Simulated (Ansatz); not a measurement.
## Stretching the linear W chain

Aim: how do moment and conductance of the linear W chain follow its length?

Calculated with Ansatz 0.2.0; DFT PBE, plane waves, PAW; relaxation of a chain's period, in the first sound run; inputs show where later runs differ.

### Step 1. The starting structure

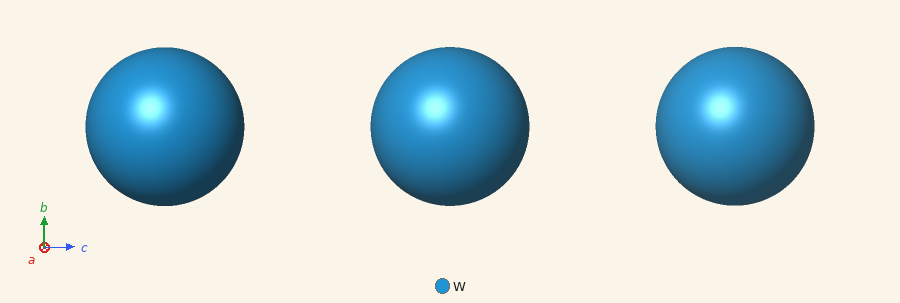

The cell as given, from the side, with the c axis across the page (tungsten blue). 1×1×2 cells are drawn. Some periodic images of atoms are drawn too.

The cell holds 1 atom: 1 W. Cell: a = 7.500 Å, b = 7.500 Å, c = 3.013 Å, α = 90.0°, β = 90.0°, γ = 90.0°. Vacuum lies along a and b. The structure's axis is c.

Structure file:

```cif
data_structure
_symmetry_space_group_name_H-M 'P 1'
_symmetry_Int_Tables_number 1
_cell_length_a 7.5000
_cell_length_b 7.5000
_cell_length_c 3.0132
_cell_angle_alpha 90.000
_cell_angle_beta 90.000
_cell_angle_gamma 90.000
_cell_volume 169.49
loop_
_atom_site_label
_atom_site_type_symbol
_atom_site_fract_x
_atom_site_fract_y
_atom_site_fract_z
_atom_site_occupancy
W1 W 0.50000 0.50000 0.00000 1
```

### Step 2. The relaxed wire

Band widths follow the bond lengths, so the chain is relaxed first. The atoms and the third cell vector are free; the box across stays fixed as vacuum. Moments are seeded so that a magnetic state can form if it lies lower. A Fermi-Dirac smearing is set since the result may be a metal. The pressure printed is a third of the stress's trace over the whole box, vacuum included; only the stress along the axis is relaxed.

Input file input.yaml:

```yaml
crystal:
  lattice:
    - [7.5, 0.0, 0.0]
    - [0.0, 7.5, 0.0]
    - [0.0, 0.0, 3.0132]
  atoms:
    - { symbol: W, position: [0.5, 0.5, 0.0], spin: 2.0 }
magnetization:
  spin_polarized: true
kpoints:
  mp_grid: { grid: [1, 1, 27] }
scf:
  occupations: { method: fermi_dirac, width: 0.05 }
hamiltonian:
  xc: pbe
relax:
  cell: { fix: [a, b, alpha, beta, gamma] }
  max_steps: 60
```

Launch:

```bash
$ ansatz run input.yaml --threads 4 --pin off --max-ram 8192MiB --backend cpu --events-out ev --progress --plain --runs-dir out
```

Numbers of over 12 decimals in the logs are rounded to 6 here.

The program printed:

```text
Engine: ansatz 0.2.0, aarch64-unknown-linux-gnu
Pseudopotentials: kind: paw
Pseudopotential: W, paw, valence charge 14, recommended cutoff 420 eV (normal), W.paw.azcp
Functional definition: PBE
  parameter kappa = 0.804
  parameter beta = 0.066725
  exchange = pbe_x(kappa = kappa, mu = beta*pi^2/3)
  correlation = pbe_c(beta = beta)
Crystal: 1 atoms, lattice volume = 169.493 Å³
Basis set: ecut = 420 eV, 3323 PW (Γ), exchange–correlation on 108×108×48 points (8 copies of the dense FFT grid, shifted against one another)
Bands: 12, of which v1, the nominal top of the filled ones, is band 7 counted from 1 (6 counted from 0)
Symmetry: 16 space group operations
Space group: P4/mmm (ITA 123), of the structure as read, at distance tolerance 5.5e-5 Å
Magnetic group: BNS 123.339 (UNI 999), of the structure as read, at distance tolerance 5.5e-5 Å
k-points: 14 of 27
Non-local potential: W, projectors of the file, l = 0: 3, l = 1: 2, l = 2: 2, l = 3: 1
PAW form: soft (Blöchl's): semilocal exchange-correlation on the pseudo side does not see the compensation charge
PAW one-centre angular grid: W, 590 points (default); XC on 64 Gauss nodes
Initial density: superposition of atomic densities (neutral atoms: chi_scale 0, normalization atom)
Starting moments: Σ|m| = 2 μB on 1 of 1 site
Initial wavefunctions: pseudopotential atomic-orbital guess
Functional: x = pbe(κ = 0.804, μ = 0.219515), c = pbe(β = 0.066725)
iter 1 solved again at ethr=2.50e-3 eV; its pass at ethr=3.10e-3 eV (dr2=3.50e-1 eV) is discarded
SCF iter   1: F=—  HF=-10377.407496 eV  |F-HF|=—  |Δ(HF+E_count)|=         —  Δρ=1.26e-2 (↑5.89e-3 ↓1.26e-2)  dr2=3.57e-1  dr2_m=1.05e-1  M=2.446 μB ∫|m|=2.446 μB  β_m=0.30  ethr=2.50e-3  ⟨swp⟩=1.0  Hψ=2381  notcnv=0
Mixer restart at iter 1: flushing history
preconditioner: auto → LDOS  [metal: Δε(μ)=0.050 eV  Ē_g=3.305 eV  σ=0.050 eV  W_gap=0.24  n_scr=12 (ndim 8)  ℏωp=7.0 eV  f_vac=0.606  D(μ)=5.45/eV (n_scr^D=42)]
spin=Collinear: LDOS preconditioning applied to the charge; magnetization (m = ρ↑ − ρ↓) channel mixes plain (no charge-response kernel on spin).
SCF iter   2: F=—  HF=-10377.445741 eV  |F-HF|=—  |Δ(HF+E_count)|=   3.82e-2  Δρ=9.43e-3 (↑6.07e-3 ↓9.43e-3)  dr2=1.58e-1  dr2_m=7.77e-2  M=2.594 μB ∫|m|=2.594 μB  β_m=0.64  ethr=2.50e-3  ⟨swp⟩=1.5  Hψ=370  notcnv=0
SCF iter   3: F=—  HF=-10377.892143 eV  |F-HF|=—  |Δ(HF+E_count)|=         —  Δρ=1.53e-2 (↑1.53e-2 ↓1.29e-2)  dr2=1.03e-1  dr2_m=2.78e-1  M=4.028 μB ∫|m|=4.028 μB  β_m=1.00  ethr=1.13e-3  ⟨swp⟩=3.0  Hψ=705  notcnv=0
Mixer restart at iter 3: flushing history
SCF iter   4: F=—  HF=-10377.936932 eV  |F-HF|=—  |Δ(HF+E_count)|=   4.48e-2  Δρ=2.97e-3 (↑2.97e-3 ↓2.20e-3)  dr2=2.26e-2  dr2_m=5.29e-3  M=4.263 μB ∫|m|=4.263 μB  β_m=0.64  ethr=3.57e-4  ⟨swp⟩=2.8  Hψ=809  notcnv=0  defer=8
SCF iter   5: F=—  HF=-10377.939987 eV  |F-HF|=—  |Δ(HF+E_count)|=   3.05e-3  Δρ=1.92e-3 (↑1.70e-3 ↓1.92e-3)  dr2=8.67e-4  dr2_m=4.78e-3  M=4.363 μB ∫|m|=4.363 μB  β_m=0.75  ethr=1.61e-4  ⟨swp⟩=2.4  Hψ=721  notcnv=0  defer=10
SCF iter   6: F=—  HF=-10377.944467 eV  |F-HF|=—  |Δ(HF+E_count)|=   4.48e-3  Δρ=8.91e-4 (↑8.17e-4 ↓8.91e-4)  dr2=1.35e-4  dr2_m=1.08e-3  M=4.403 μB ∫|m|=4.403 μB  β_m=0.88  ethr=6.19e-6  ⟨swp⟩=2.1  Hψ=623  notcnv=0  defer=11
SCF iter   7: F=—  HF=-10377.946323 eV  |F-HF|=—  |Δ(HF+E_count)|=   1.86e-3  Δρ=4.95e-4 (↑4.95e-4 ↓4.48e-4)  dr2=2.50e-5  dr2_m=3.40e-4  M=4.458 μB ∫|m|=4.458 μB  β_m=0.94  ethr=9.64e-7  ⟨swp⟩=2.4  Hψ=641  notcnv=0  defer=11
SCF iter   8: F=—  HF=-10377.946751 eV  |F-HF|=—  |Δ(HF+E_count)|=   4.28e-4  Δρ=3.87e-4 (↑3.87e-4 ↓3.44e-4)  dr2=2.39e-5  dr2_m=2.04e-4  M=4.501 μB ∫|m|=4.501 μB  β_m=0.55  ethr=1.79e-7  ⟨swp⟩=2.3  Hψ=621  notcnv=0  defer=11
SCF iter   9: F=-10377.947163 eV  HF=-10377.947152 eV  |F-HF|=1.10e-5  |Δ(HF+E_count)|=   4.02e-4  Δρ=1.37e-4 (↑1.37e-4 ↓1.13e-4)  dr2=1.58e-5  dr2_m=1.88e-5  M=4.587 μB ∫|m|=4.587 μB  β_m=0.85  ethr=1.71e-7  ⟨swp⟩=3.5  Hψ=777  notcnv=0  defer=11
SCF iter  10: F=-10377.947187 eV  HF=-10377.947178 eV  |F-HF|=8.94e-6  |Δ(HF+E_count)|=   2.58e-5  Δρ=4.91e-5 (↑4.91e-5 ↓4.72e-5)  dr2=7.49e-7  dr2_m=3.34e-6  M=4.596 μB ∫|m|=4.596 μB  β_m=0.92  ethr=1.13e-7  ⟨swp⟩=2.4  Hψ=612  notcnv=0  defer=11
SCF iter  11: F=-10377.947192 eV  HF=-10377.947192 eV  |F-HF|=1.70e-7  |Δ(HF+E_count)|=   1.39e-5  Δρ=3.27e-5 (↑3.27e-5 ↓2.74e-5)  dr2=1.44e-7  dr2_m=1.38e-6  M=4.609 μB ∫|m|=4.609 μB  β_m=0.96  ethr=5.35e-9  ⟨swp⟩=3.5  Hψ=718  notcnv=0  defer=11
SCF iter  12: F=-10377.947193 eV  HF=-10377.947193 eV  |F-HF|=2.48e-8  |Δ(HF+E_count)|=   9.47e-7  Δρ=8.69e-6 (↑8.69e-6 ↓7.62e-6)  dr2=1.59e-8  dr2_m=1.01e-7  M=4.604 μB ∫|m|=4.604 μB  β_m=0.91  ethr=1.03e-9  ⟨swp⟩=3.4  Hψ=698  notcnv=0  defer=11
SCF iter  13: F=-10377.947193 eV  HF=-10377.947193 eV  |F-HF|=1.18e-9  |Δ(HF+E_count)|=   6.08e-8  Δρ=2.17e-6 (↑2.17e-6 ↓2.02e-6)  dr2=1.25e-9  dr2_m=6.59e-9  M=4.605 μB ∫|m|=4.605 μB  β_m=0.96  ethr=1.13e-10  ⟨swp⟩=2.3  Hψ=557  notcnv=0  defer=11
SCF iter  14: F=-10377.947193 eV  HF=-10377.947193 eV  |F-HF|=2.51e-10  |Δ(HF+E_count)|=   4.50e-9  Δρ=4.01e-7 (↑4.01e-7 ↓3.53e-7)  dr2=7.69e-11  dr2_m=2.05e-10  M=4.605 μB ∫|m|=4.605 μB  ethr=8.91e-12  ⟨swp⟩=1.1  Hψ=1011  notcnv=0
at 1 of the mixer's solves, the last at iteration 8, it left a direction of its history that read negative out of its fit and stepped the other way along it
SCF 1 converged in 14 iterations: F = -10377.947193 eV  dr2 = 7.69e-11
  greatest PAW one-centre occupation: 1.000 electrons in one spin orbital (limit 2), on the W atom at site 0 (counted from 0), in its partial waves of l = 0
relax step   1: F+E_penalty+E_count = -10377.94719322 eV  Δ(F+E_penalty+E_count) = +0.000e0 eV  max|allowed force component| = 0.000e0 eV/Å  Δτ_max = 0.0000 Å  P = -1.013 GPa  Ω = 169.493 Å³  fix = [a, b, alpha, beta, gamma]  reactions: a -0.145, b -0.145 GPa  (14 SCF iters, dr2 threshold 1.00e-7 eV, accepted)
Crystal: 1 atoms, lattice volume = 161.673 Å³
Basis set: ecut = 420 eV, 3145 PW (Γ), exchange–correlation on 108×108×48 points (8 copies of the dense FFT grid, shifted against one another)
Initial density: handed on by an earlier stage of this run
Starting moments: Σ|m| = 2 μB on 1 of 1 site; this step starts from the density that it was given
Initial wavefunctions: those handed on with the density
iter 1 solved again at ethr=5.91e-5 eV; its pass at ethr=3.10e-3 eV (dr2=8.27e-3 eV) is discarded
[...]
SCF iter  10: F=-10378.365919 eV  HF=-10378.365919 eV  |F-HF|=1.27e-10  |Δ(HF+E_count)|=   3.55e-8  Δρ=1.22e-6 (↑1.22e-6 ↓5.86e-7)  dr2=1.27e-9  dr2_m=9.10e-10  M=2.985 μB ∫|m|=2.985 μB  ethr=1.38e-10  ⟨swp⟩=2.1  Hψ=1074  notcnv=0
SCF 3 converged in 10 iterations: F = -10378.365919 eV  dr2 = 1.27e-9
relax step   3: F+E_penalty+E_count = -10378.36591851 eV  Δ(F+E_penalty+E_count) = -2.359e-1 eV  max|allowed force component| = 0.000e0 eV/Å  Δτ_max = 0.0000 Å  P = -1.788 GPa  Ω = 153.410 Å³  energy of the carried Pulay correction = +5.304e-4 eV  fix = [a, b, alpha, beta, gamma]  reactions: a -0.169, b -0.169 GPa  (10 SCF iters, dr2 threshold 1.00e-7 eV, accepted)
[...]
relax step   4: F+E_penalty+E_count = -10378.67958163 eV  Δ(F+E_penalty+E_count) = -3.137e-1 eV  max|allowed force component| = 0.000e0 eV/Å  Δτ_max = 0.0000 Å  P = -2.135 GPa  Ω = 145.147 Å³  energy of the carried Pulay correction = +8.392e-4 eV  fix = [a, b, alpha, beta, gamma]  reactions: a -0.220, b -0.220 GPa  (9 SCF iters, dr2 threshold 1.00e-7 eV, accepted)
[...]
relax step   5: F+E_penalty+E_count = -10378.96081451 eV  Δ(F+E_penalty+E_count) = -2.812e-1 eV  max|allowed force component| = 0.000e0 eV/Å  Δτ_max = 0.0000 Å  P = -2.225 GPa  Ω = 136.885 Å³  energy of the carried Pulay correction = +1.178e-3 eV  fix = [a, b, alpha, beta, gamma]  reactions: a -0.232, b -0.232 GPa  (30 SCF iters, dr2 threshold 1.00e-7 eV, accepted)
[...]
relax step   6: F+E_penalty+E_count = -10379.12413765 eV  Δ(F+E_penalty+E_count) = -1.633e-1 eV  max|allowed force component| = 0.000e0 eV/Å  Δτ_max = 0.0000 Å  P = -0.059 GPa  Ω = 128.622 Å³  energy of the carried Pulay correction = +1.551e-3 eV  fix = [a, b, alpha, beta, gamma]  reactions: a -0.231, b -0.231 GPa  (11 SCF iters, dr2 threshold 1.00e-7 eV, accepted)
[...]
relax step   7: F+E_penalty+E_count = -10379.12440007 eV  Δ(F+E_penalty+E_count) = -2.624e-4 eV  max|allowed force component| = 0.000e0 eV/Å  Δτ_max = 0.0000 Å  P = -0.166 GPa  Ω = 128.984 Å³  energy of the carried Pulay correction = +1.534e-3 eV  fix = [a, b, alpha, beta, gamma]  reactions: a -0.231, b -0.231 GPa  (11 SCF iters, dr2 threshold 1.00e-7 eV, accepted)
Basis set: ecut = 420 eV, 2511 PW (Γ), exchange–correlation on 108×108×32 points (8 copies of the dense FFT grid, shifted against one another)
Initial wavefunctions: pseudopotential atomic-orbital guess (no wavefunctions were taken with the density)
iter 1 solved again at ethr=1.04e-7 eV; its pass at ethr=3.10e-3 eV (dr2=1.46e-5 eV) is discarded
SCF iter   1: F=—  HF=-10379.123826 eV  |F-HF|=—  |Δ(HF+E_count)|=         —  Δρ=5.56e-5 (↑5.56e-5 ↓5.56e-5)  dr2=2.25e-6  dr2_m=8.28e-12  M=0.000 μB ∫|m|=0.000 μB  β_m=0.65  ethr=1.04e-7  ⟨swp⟩=3.6  Hψ=3085  notcnv=0
preconditioner: auto → LDOS  [metal: Δε(μ)=0.063 eV  Ē_g=5.235 eV  σ=0.050 eV  W_gap=0.30  n_scr=8 (ndim 8)  ℏωp=8.0 eV  f_vac=0.625  D(μ)=2.96/eV (n_scr^D=20)]
spin=Collinear: LDOS preconditioning applied to the charge; magnetization (m = ρ↑ − ρ↓) channel mixes plain (no charge-response kernel on spin).
SCF iter   2: F=—  HF=-10379.123827 eV  |F-HF|=—  |Δ(HF+E_count)|=   8.96e-7  Δρ=2.00e-5 (↑2.00e-5 ↓1.99e-5)  dr2=3.33e-7  dr2_m=2.68e-12  M=0.000 μB ∫|m|=0.000 μB  β_m=0.61  ethr=1.61e-8  ⟨swp⟩=2.0  Hψ=536  notcnv=0
SCF iter   3: F=—  HF=-10379.123828 eV  |F-HF|=—  |Δ(HF+E_count)|=   2.80e-7  Δρ=3.57e-6 (↑3.57e-6 ↓3.55e-6)  dr2=1.75e-8  dr2_m=7.66e-13  M=0.000 μB ∫|m|=0.000 μB  β_m=0.72  ethr=2.38e-9  ⟨swp⟩=2.6  Hψ=541  notcnv=0
SCF iter   4: F=—  HF=-10379.123828 eV  |F-HF|=—  |Δ(HF+E_count)|=   9.78e-8  Δρ=9.56e-7 (↑9.52e-7 ↓9.56e-7)  dr2=1.92e-9  dr2_m=2.63e-13  M=0.000 μB ∫|m|=0.000 μB  β_m=0.81  ethr=1.25e-10  ⟨swp⟩=2.0  Hψ=424  notcnv=0
SCF iter   5: F=—  HF=-10379.123828 eV  |F-HF|=—  |Δ(HF+E_count)|=   4.35e-9  Δρ=2.81e-7 (↑2.80e-7 ↓2.81e-7)  dr2=2.47e-10  dr2_m=8.36e-14  M=0.000 μB ∫|m|=0.000 μB  β_m=0.84  ethr=1.37e-11  ⟨swp⟩=2.1  Hψ=447  notcnv=0
SCF iter   6: F=—  HF=-10379.123828 eV  |F-HF|=—  |Δ(HF+E_count)|=   8.00e-9  Δρ=8.83e-8 (↑8.64e-8 ↓8.83e-8)  dr2=1.07e-11  dr2_m=3.71e-14  M=0.000 μB ∫|m|=0.000 μB  β_m=0.86  ethr=1.76e-12  ⟨swp⟩=2.0  Hψ=426  notcnv=0
SCF iter   7: F=-10379.123828 eV  HF=-10379.123828 eV  |F-HF|=1.09e-11  |Δ(HF+E_count)|=  8.19e-11  Δρ=2.37e-8 (↑2.37e-8 ↓2.37e-8)  dr2=5.96e-13  dr2_m=5.35e-15  M=0.000 μB ∫|m|=0.000 μB  ethr=1.00e-12  ⟨swp⟩=4.2  Hψ=1291  notcnv=0
the starting moments were not kept: the SCF closed with an absolute magnetisation of 1.5e-6 μB, where they sum to 2 μB in size (1 site). That is at most 0.1 of that sum. Measured as dr2_m measures the in/out step, that magnetisation stands 5.2e-13 eV from none, at or under the dr2_threshold of 1.0e-11 eV: it is no larger than a step whose dr2_m would equal this threshold.
SCF 8 converged in 7 iterations: F = -10379.123828 eV  dr2 = 5.96e-13
relax step   8: F+E_penalty+E_count = -10379.12382760 eV  Δ(F+E_penalty+E_count) = +5.725e-4 eV  max|allowed force component| = 0.000e0 eV/Å  Δτ_max = 0.0000 Å  P = -0.170 GPa  Ω = 128.984 Å³  fix = [a, b, alpha, beta, gamma]  reactions: a -0.234, b -0.234 GPa  stress off target by 4.33e-2 GPa on what of the cell is left free  SCF on the basis re-selected at this cell (its energy is not comparable with the rows above)  (7 SCF iters)
basis re-selected at this cell: Δ(F+E_penalty+E_count) = +5.725e-4 eV, ΔP = -0.004 GPa vs the last step (what re-selecting the basis moved, of the pressure what is left beyond the Pulay correction that the steps carried, after the strain that the cell walked since its last selection, with what the two solves' SCF thresholds leave and, on support functions, any second-order correction that the steps lacked; it is no measure of the basis error at this ecutwfc). The dense FFT grid was sized anew with the basis: this SCF ran on 54×54×16 points, the steps before it on 54×54×24, so part of this shift can come from that change (see relax.cell in the input reference). [rest of the remark cut]
SCF converged after 7 iterations
Magnetization: 0.0000 μB (7.0000 up, 7.0000 down)
Absolute magnetization: 0.0000 μB (∫|ρ↑−ρ↓|, with the PAW one-centre terms)
Spin contamination: 0.0000 ħ² per cell (⟨S²⟩ above its minimum at these occupations)
Per-site moments (μB) at R_I (Å): [(8.465123535009147e-7, 0.945882)]
Free energy (F): -10379.123828 eV
Harris-Foulkes:  -10379.123828 eV  (|F-HF|=1.09e-11)
Internal energy: -10379.100189 eV  (E = F + TS)
E sigma→0 (E₀):  -10379.112008 eV
Entropy (-TS):   -0.023638 eV (-23.638 meV/atom)
Fermi energy:    -1.338717 eV
--- Per-component energies (eV) ---
  E_band       = -403.685229
  E_kinetic    = 445.741416
  E_local      = -2919.809226  (includes V_loc(G=0)·N_el)
  E_nonlocal   = 6.672471
  E_hartree    = 1210.700819
  E_xc         = -261.468049
  E_vxc        = -231.490145  (∫ρ·V_xc dr)
  E_paw        = -8563.764540  (= ΣΔE_a)
  E_vpaw       = -126.201320  (= ΣTr[D̂ρ^β])
  E_aug_tail   = -0.000061  (compensation charges beyond the density's cutoff)
  E_ewald      = -297.173018
  E_smearing   = -0.023638  (= −TS)
  E_closure    = 0.000000  (closes the sum)
  Σ components = -10379.123828   (vs F -10379.123828, Δ=0.00e0)
--- Forces (eV/Å), atoms counted from 1 ---
  atom   1  W      0.00000000     0.00000000     0.00000000
  max |Σ_I F_I| component: 1.01e-28 eV/Å
--- Stress (GPa, compression-positive) ---
       -0.233798       0.000000       0.000000
        0.000000      -0.233798       0.000000
        0.000000       0.000000      -0.043330
  P = ⅓ Tr σ = -0.1703 GPa (-1.703 kbar)
--- Relaxed structure (7 steps of the walk, 7 accepted, 1 SCFs on fresh bases) ---
  F+E_penalty+E_count = -10379.12382760 eV   max|allowed force component| = 0.000e0 eV/Å   (the final SCF, on the basis selected at the relaxed cell)
  cell:  # Å, volume = 128.9839 Å³
    - [7.5, 0.0, 0.0]
    - [0.0, 7.5, 0.0]
    - [0.0, 0.0, 2.293047]
  atoms:
    - { symbol: W, position: [0.5, 0.5, 0.0] }
```

Wall time 12 s (4 threads of Arm Neoverse V2, shared host); peak memory 0.42 GiB; 40 s of CPU time.

The steps of the relaxation:

```csv
step,energy less that of the first step (eV),largest force component (eV/Å),pressure (GPa),volume (Å³)
1,0.0000,0.0000,-1.01,169.49
2,-0.1828,0.0000,-1.52,161.67
3,-0.4187,0.0000,-1.79,153.41
4,-0.7324,0.0000,-2.14,145.15
5,-1.0136,0.0000,-2.22,136.88
6,-1.1769,0.0000,-0.06,128.62
7,-1.1772,0.0000,-0.17,128.98
8*,-1.1766,0.0000,-0.17,128.98
```

Relaxation steps marked * repeat the geometry before them on a plane-wave basis chosen anew for their cell, so energy and pressure can jump there.

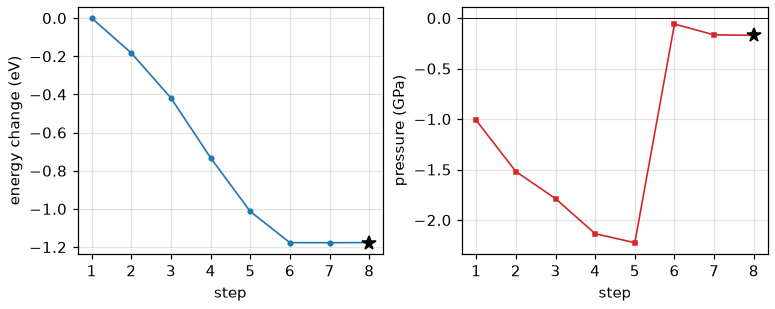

Energy and pressure along the relaxation. Stars mark steps on a basis chosen anew.

```csv
cell as run,before,after,change
c (Å),3.013,2.293,-23.9 %
```

Final coordinates:

```
W
1.0
     7.50000    0.00000    0.00000
     0.00000    7.50000    0.00000
     0.00000    0.00000    2.29305
W
1
Direct
  0.50000 0.50000 0.00000
```

Numbers from this step:

```
energy at zero smearing    : -10379.1120 eV
cell length along the wire : 2.293 Å
```

The cell's length comes to 2.293 Å with no moment. That is -24 % against the start, more than a small adjustment.

The cell shrank by 23.9 % in its periodic edges.

[end of part 1 of 3]

[Logs are printed without paths, hosts, clocks, repeated set-up lines and the standing remarks that a program may print on its own settings, such as how far it seeks lower states.]

[Hosts, paths, dates, database ids (printed as entryN), source tags and the programs' standing remarks are cut or masked in the printed files.]
